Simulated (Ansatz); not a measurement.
# CH3Al+ (doublet): one geometry, many settings

What do other methods and options give for CH3Al+ (doublet) at this geometry, and how long do they take?

The runs use Ansatz 0.2.0, Gaussian basis; the settings change from run to run.

15 further runs of the same task are left out: 2 for a known fault of the program, 6 that didn't finish, 7 set aside as unsound or not needed.

## Step 1: The geometry

The geometry is a PBE0/def2-TZVP stationary point (not a proven minimum) of the parent state, kept for this charge and spin.

5 atoms, charge 1, spin multiplicity 2.

Atoms are counted from 1 here; the program's logs count them from 0.

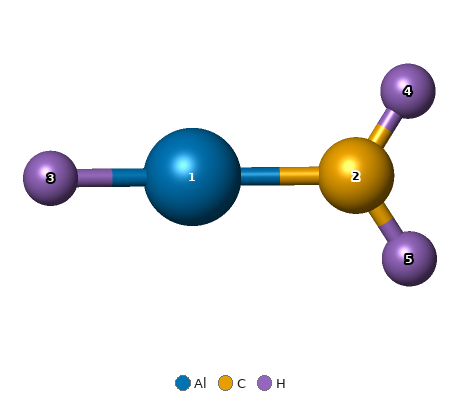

The structure; aluminium blue, carbon amber, hydrogen purple; atoms are numbered from 1 in the order of the file.

## Step 2: MP2 on UHF/def2-SVP

Contents of in.yaml:

```yaml
crystal:
  periodic: [false, false, false]
  atoms:
    - {symbol: Al, position_ang: [-0.022898, 0.000000, 0.584948]}
    - {symbol: C, position_ang: [0.045057, -0.000001, -1.195748]}
    - {symbol: H, position_ang: [0.160619, 0.000001, 2.146962]}
    - {symbol: H, position_ang: [-0.042277, 0.912507, -1.778398]}
    - {symbol: H, position_ang: [-0.042277, -0.912509, -1.778397]}
basis:
  gaussian: {orbitals: def2-SVP}
total_charge: 1
magnetization: {spin_polarized: true, initial_magnetization: 1}
correlation: {method: mp2, electrons: all}
scf: {lower_state_search: light}
```

The run is started by

```sh
> ansatz run in.yaml --threads 1 --pin off --events-out ev --progress --plain --max-ram 2393MiB
```

Output:

```text
Functional definition: HF
  name "HF"
  cite "Fock, Z. Phys. 61, 126 (1930) doi:10.1007/BF01340294"
  parent pbe
  exchange = exact_x
  correlation = 0
463 factors; integrals over basis functions are off by at most 1.1e-3 eV
mean field evaluation 1: about -7646.3247 eV, gradient 2.2e1 eV
mean field evaluation 2: about -7646.3274 eV, gradient 2.2e1 eV
mean field evaluation 4: about -7649.1791 eV, gradient 1.3e0 eV
mean field evaluation 8: about -7649.1993 eV, gradient 2.2e-3 eV
mean field -7649.19925424 eV, -281.1028877800 hartree, gradient 2.6e-6 eV, S^2 0.757284; 0 other end points of the search recorded, 0 dependent functions left out
reference -7649.19925424 eV, -281.1028877800 hartree; 11, 10 occupied and 36, 37 virtual orbitals, 463 factors
second order -4.62169958 eV of doubles, -0.00000000 eV of singles
Total energy: -7653.82095383 eV, -281.2727321069 hartree
```

It took 0.27 s on 1 thread of Arm Neoverse V1, shared host.

From the report: ⟨S²⟩ of the determinant 0.757 (pure doublet: 0.75).

## Step 3: CCSD(T) on UHF/cc-pVDZ

Edit in.yaml of step 2 so:

```diff
@@ -9,6 +9,7 @@
 basis:
-  gaussian: {orbitals: def2-SVP}
+  gaussian: {orbitals: cc-pVDZ}
 total_charge: 1
 magnetization: {spin_polarized: true, initial_magnetization: 1}
-correlation: {method: mp2, electrons: all}
-scf: {lower_state_search: light}
+correlation: {method: ccsd_t, electrons: outside_noble_gas}
+accuracy: high
+scf: {omitted_lower_state_checks: [cluster_reference]}
```

Same command.

Output, cut to the lines that bear on the results:

```text
Functional definition: HF
  name "HF"
  cite "Fock, Z. Phys. 61, 126 (1930) doi:10.1007/BF01340294"
  parent pbe
[...]
1014 factors; integrals over basis functions are off by at most 3.1e-9 eV
[...]
mean field -7652.15647741 eV, -281.2115637269 hartree, gradient 2.5e-8 eV, S^2 0.757725; 0 other end points of the search recorded, 0 dependent functions left out
6 core orbitals not correlated: weight in the atoms' cores, before any rotation towards them, 1.000 or more for the frozen orbitals, at most 0.000 for the correlated occupied ones
reference -7652.15647741 eV, -281.2115637269 hartree; 5, 4 occupied and 36, 37 virtual orbitals, 1014 factors
second order -4.31823266 eV of doubles, -0.00000000 eV of singles
cycle   1  -4.89868409 eV  change   -5.8e-1 eV  update   5.5e-2
[...]
cycle  24  -5.12026411 eV  change  -7.9e-11 eV  update  6.2e-10
perturbative correction -0.11299363 eV, -0.0041524394 hartree
Total energy: -7657.38973516 eV, -281.4038824018 hartree
Checks for a lower state left out: cluster_reference
```

Wall time 2 s (1 thread of Arm Neoverse V1, shared host).

From the report: ⟨S²⟩ of the determinant 0.758 (pure doublet: 0.75); correlation -5.2333 eV; T1 0.012; largest double amplitude 0.05.

## Step 4: CISD/cc-pVDZ

Contents of in.yaml:

```yaml
crystal:
  periodic: [false, false, false]
  atoms:
    - {symbol: Al, position_ang: [-0.022898, 0.000000, 0.584948]}
    - {symbol: C, position_ang: [0.045057, -0.000001, -1.195748]}
    - {symbol: H, position_ang: [0.160619, 0.000001, 2.146962]}
    - {symbol: H, position_ang: [-0.042277, 0.912507, -1.778398]}
    - {symbol: H, position_ang: [-0.042277, -0.912509, -1.778397]}
basis:
  gaussian: {orbitals: cc-pVDZ, point_charges: [{charge: 1.00, position_ang: [3.524, 0.300, -0.727]}]}
total_charge: 1
magnetization: {spin_polarized: false, initial_magnetization: 1}
correlation: {active_space: {ras: {orbitals: [4, 1, 36], electrons: 9, max_holes: 2, max_particles: 2}, fixed_orbitals: true}}
scf: {lower_state_search: off}
output: {forces: true}
```

Same command.

Output, cut to the lines that bear on the results:

```text
Functional definition: HF
  name "HF"
  cite "Fock, Z. Phys. 61, 126 (1930) doi:10.1007/BF01340294"
  parent pbe
[...]
443 factors; integrals over basis functions are off by at most 1.1e-3 eV
[...]
mean field -7648.52772297 eV, -281.0782094609 hartree, gradient 8.7e-6 eV, S^2 0.750000; 0 other end points of the search recorded, 0 dependent functions left out
reference -7648.52772297 eV, -281.0782094609 hartree; 11, 10 occupied and 36, 37 virtual orbitals, 443 factors
state -7653.43112570 eV, -281.2584061876 hartree
[...]
Total energy: -7653.43112570 eV, -281.2584061876 hartree
Atom 0 at    -0.022898     0.000000     0.584948 Å, force    -0.828648    -0.106667     3.536137 eV/Å
Atom 1 at     0.045057    -0.000001    -1.195748 Å, force     0.156647     0.055917    -2.110181 eV/Å
Atom 2 at     0.160619     0.000001     2.146962 Å, force    -0.006045     0.016588    -0.304012 eV/Å
Atom 3 at    -0.042277     0.912507    -1.778398 Å, force    -0.024748     0.401327    -0.434620 eV/Å
Atom 4 at    -0.042277    -0.912509    -1.778397 Å, force     0.001715    -0.417636    -0.413570 eV/Å
Dipole moment:    -0.318334    -0.018489     0.289069 e Å
Checks for a lower state left out: starts, cluster_reference, orbital_swaps, neighbouring_geometries, increment
```

Run time: 3 s. Hardware: 1 thread of Arm Neoverse V1, shared host.

From the report: 55,121 determinants.

## Step 5: CISDT/6-31G

Contents of in.yaml:

```yaml
crystal:
  periodic: [false, false, false]
  atoms:
    - {symbol: Al, position_ang: [-0.022898, 0.000000, 0.584948]}
    - {symbol: C, position_ang: [0.045057, -0.000001, -1.195748]}
    - {symbol: H, position_ang: [0.160619, 0.000001, 2.146962]}
    - {symbol: H, position_ang: [-0.042277, 0.912507, -1.778398]}
    - {symbol: H, position_ang: [-0.042277, -0.912509, -1.778397]}
basis:
  gaussian: {orbitals: 6-31G, point_charges: [{charge: -1.00, position_ang: [4.611, 0.838, 0.845]}]}
total_charge: 1
magnetization: {spin_polarized: false, initial_magnetization: 1}
correlation: {active_space: {ras: {orbitals: [4, 1, 17], electrons: 9, max_holes: 3, max_particles: 3}, fixed_orbitals: true}}
output: {forces: true}
```

Launched as before.

Output, cut to the lines that bear on the results:

```text
Functional definition: HF
  name "HF"
  cite "Fock, Z. Phys. 61, 126 (1930) doi:10.1007/BF01340294"
  parent pbe
[...]
361 factors; integrals over basis functions are off by at most 2.6e-4 eV
[...]
mean field -7653.84220564 eV, -281.2735130967 hartree, gradient 3.2e-6 eV, S^2 0.750000; 0 other end points of the search recorded, 0 dependent functions left out
reference -7653.84220564 eV, -281.2735130967 hartree; 11, 10 occupied and 17, 18 virtual orbitals, 361 factors
state -7657.08643702 eV, -281.3927364009 hartree
[...]
Total energy: -7657.08643702 eV, -281.3927364009 hartree
Atom 0 at    -0.022898     0.000000     0.584948 Å, force     1.091596     0.167468     3.418115 eV/Å
Atom 1 at     0.045057    -0.000001    -1.195748 Å, force    -0.627279    -0.044461    -2.879783 eV/Å
Atom 2 at     0.160619     0.000001     2.146962 Å, force    -0.252607    -0.027277     0.101525 eV/Å
Atom 3 at    -0.042277     0.912507    -1.778398 Å, force     0.219382     0.200944    -0.276648 eV/Å
Atom 4 at    -0.042277    -0.912509    -1.778397 Å, force     0.201208    -0.187695    -0.304895 eV/Å
Dipole moment:     0.004844     0.019755     0.300042 e Å
```

Run time: 4.7 s. Hardware: 1 thread of Arm Neoverse V1, shared host.

From the report: 275,626 determinants.

## Step 6: BCCD/cc-pVDZ

Edit in.yaml of step 5 so:

```diff
@@ -9,6 +9,7 @@
 basis:
-  gaussian: {orbitals: 6-31G, point_charges: [{charge: -1.00, position_ang: [4.611, 0.838, 0.845]}]}
+  gaussian: {orbitals: cc-pVDZ}
 total_charge: 1
 magnetization: {spin_polarized: false, initial_magnetization: 1}
-correlation: {active_space: {ras: {orbitals: [4, 1, 17], electrons: 9, max_holes: 3, max_particles: 3}, fixed_orbitals: true}}
+hamiltonian: {xc: {name: B3LYP}}
+correlation: {method: bccd, electrons: outside_noble_gas}
 output: {forces: true}
```

The command is unchanged.

Output, cut to the lines that bear on the results:

```text
Functional definition: B3LYP
  name "B3LYP"
  cite "Stephens, Devlin, Chabalowski & Frisch, J. Phys. Chem. 98, 11623 (1994) doi:10.1021/j100096a001"
  cite "Becke, Phys. Rev. A 38, 3098 (1988) doi:10.1103/PhysRevA.38.3098"
  cite "Lee, Yang & Parr, Phys. Rev. B 37, 785 (1988) doi:10.1103/PhysRevB.37.785"
  cite "Vosko, Wilk & Nusair, Can. J. Phys. 58, 1200 (1980) doi:10.1139/p80-159"
[...]
443 factors; integrals over basis functions are off by at most 1.1e-3 eV
[...]
mean field -7673.32364171 eV, -281.9894426673 hartree, gradient 4.7e-6 eV, S^2 0.750000; 0 other end points of the search recorded, 0 dependent functions left out
6 core orbitals not correlated: weight in the atoms' cores, before any rotation towards them, 1.000 or more for the frozen orbitals, at most 0.000 for the correlated occupied ones
reference -7651.82545086 eV, -281.1993987254 hartree; 5, 4 occupied and 36, 37 virtual orbitals, 443 factors
second order -4.50187525 eV of doubles, -0.19143859 eV of singles
cycle   1  -5.19868609 eV  change   -5.1e-1 eV  update   5.0e-2
[...]
cycle  12  -5.38782709 eV  change    4.5e-7 eV  update   1.3e-6
[...]
Total energy: -7657.21327795 eV, -281.3973977191 hartree
Atom 0 at    -0.022898     0.000000     0.584948 Å, force     0.275036     0.000002     3.093373 eV/Å
Atom 1 at     0.045057    -0.000001    -1.195748 Å, force    -0.299739    -0.000001    -2.025524 eV/Å
Atom 2 at     0.160619     0.000001     2.146962 Å, force    -0.163316    -0.000000    -0.240315 eV/Å
Atom 3 at    -0.042277     0.912507    -1.778398 Å, force     0.094009     0.439365    -0.413767 eV/Å
Atom 4 at    -0.042277    -0.912509    -1.778397 Å, force     0.094009    -0.439366    -0.413767 eV/Å
Dipole moment:    -0.098300     0.000000     0.250152 e Å
```

Run time: 6.5 s. Hardware: 1 thread of Arm Neoverse V1, shared host.

From the report: correlation -5.3878 eV; largest double amplitude 0.05.

## Step 7: The runs in one table

Where basis and cores are those of an earlier UCCSDT(Q)/cc-pVDZ run (-7657.4165 eV), and the state is the same kind, the miss against it is given.

| level | correlated | functions | energy (eV) | from UCCSDT(Q) (meV) | time |
| --- | --- | --- | --- | --- | --- |
| MP2 on UHF/def2-SVP | all | 47 | -7653.8210 |  | 0.27 s |
| CCSD(T) on UHF/cc-pVDZ | outside noble gas | 47 | -7657.3897 | 26.8 | 2 s |
| CISD/cc-pVDZ (beside a point charge) | valence | 47 | -7653.4311 |  | 3 s |
| CISDT/6-31G (beside a point charge) | valence | 28 | -7657.0864 |  | 4.7 s |
| BCCD/cc-pVDZ (on B3LYP orbitals) | outside noble gas | 47 | -7657.2133 | 203.2 | 6.5 s |

## Step 8: Summary of results

| quantity | value |
| --- | --- |
| runs | 5 |
| quickest | MP2 on UHF/def2-SVP, 0.27 s |
| slowest | BCCD/cc-pVDZ (on B3LYP orbitals), 6.5 s |

In words: Total energies in different bases, with other cores or another treatment of relativity can't be set against each other. BCCD/cc-pVDZ (on B3LYP orbitals) took 24 times as long as MP2 on UHF/def2-SVP; the jobs differ in more than the method. Among the correlated runs with a miss given, it spans +27 to +203 meV. Cores frozen from Kohn-Sham orbitals shift the total energy.
